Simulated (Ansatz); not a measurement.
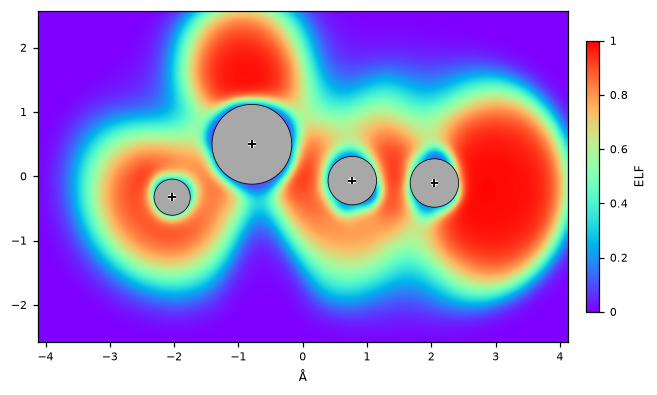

The ELF on a plane through atoms (crosses mark nuclei in the plane; grey discs cover the cores).

Computed with isolated molecule in a Gaussian basis; Kohn-Sham density functional theory, functional PBE0 in Ansatz.

Candidates:
A. C2OP (SMILES [C]#CP=O) (doublet)
B. AlNOS (SMILES O=S=[N][Al])
C. C2H2Si (SMILES [CH2]C#[Si-]) (charge −1, doublet)

Q: Which candidate gave the map?

A: Candidate A: C2OP on the molecular plane, which holds C, O and P. C–C (1.28 Å): the ELF peaks at about 0.90 between the atoms (a multiple bond). P–O (1.49 Å): the ELF peaks at about 0.80 between the atoms (a short, strongly polar bond).
